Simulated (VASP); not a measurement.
Band structure of CrAl (relaxed from the NiAs type structure, space group P6_3/mmc). Calculation: PBE GGA, VASP's PBE PAW potentials (set 64) (plane waves; VASP 6.6.1).

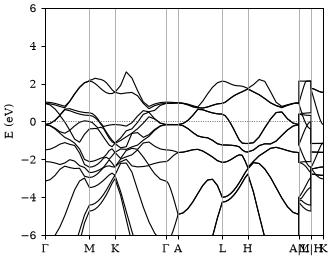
Bands along high-symmetry lines, zero at the valence-band maximum or, without a gap, the Fermi level

**Question.** Read the plot: is there a gap, and where are the band edges?

**Answer.** It has no gap at this level: it comes out as a metal or semimetal. (Edges off the drawn lines would not show.)

The structure was generated: CrAl was put into the NiAs type type (P6_3/mmc), which need not be its known phase. It was relaxed first, which changed the volume by -38 %. The run is not spin-polarised, so no magnetic state was tried.
